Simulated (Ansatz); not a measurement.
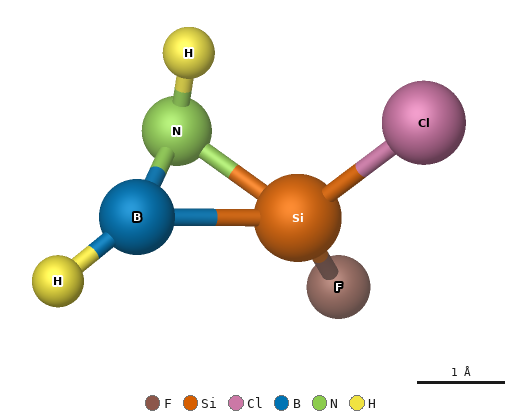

Starting structure of BSiNH₂ClF (coarse preliminary run). A ball-and-stick model, seen at a tilt.

The start comes from a force field.

Theory: RKS PBE-D4/def2-SVP in Ansatz.

Input file:
```yaml
crystal:
  periodic: [false, false, false]
  atoms:
    - {symbol: F, position_ang: [-0.726700, -2.216600, -0.166200]}
    - {symbol: Si, position_ang: [-0.017400, -0.778700, 0.382400]}
    - {symbol: Cl, position_ang: [1.705200, -0.971100, 1.502900]}
    - {symbol: B, position_ang: [-0.686300, 1.039400, -0.058000]}
    - {symbol: N, position_ang: [0.261400, 0.299200, -0.963100]}
    - {symbol: H, position_ang: [-1.679300, 1.781000, 0.034500]}
    - {symbol: H, position_ang: [1.204300, 0.778700, -0.778200]}
basis:
  gaussian: {orbitals: def2-SVP}
hamiltonian: {xc: pbe, dispersion: d4}
relax: {f_tol: 0.03, max_steps: 200}
```

> What does the optimiser find from here?

The energy falls by 163.8 kJ/mol in 8 accepted moves (9 points after the start). Largest force component: 3 eV/Å at the start, 0.029 eV/Å at the end. The line search rejected the trial step at point 7 of the run. The atom that moves furthest after the best rigid fit is H7 (0.74 Å). Largest moves by element: H 0.74 Å, Cl 0.46 Å, N 0.33 Å, F 0.31 Å, B 0.17 Å, Si 0.08 Å. Near-neighbour distances that change, for instance: B4–N5 1.505 → 1.410 Å, Si2–B4 1.987 → 1.921 Å, F1–Si2 1.695 → 1.635 Å, N5–H7 1.074 → 1.029 Å. Bond angles that change, for instance: Si2–N5–H7 106.4° → 152.0°, B4–N5–H7 103.3° → 134.3°, Si2–B4–H6 143.0° → 161.9°. The run took of the order of 60 core-seconds on a shared host.

The structure at the end:

```xyz
7

F    -0.4240   -2.2267   -0.2080
Si   -0.0192   -0.7904    0.4598
Cl    1.4829   -1.2345    1.8099
B    -0.7721    0.9222    0.0238
N     0.3545    0.4819   -0.7002
H    -1.4836    1.8978    0.0280
H     0.9226    0.8815   -1.4590
```

The end point in the same view:

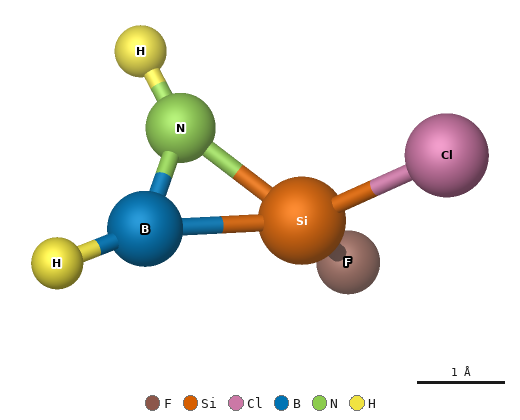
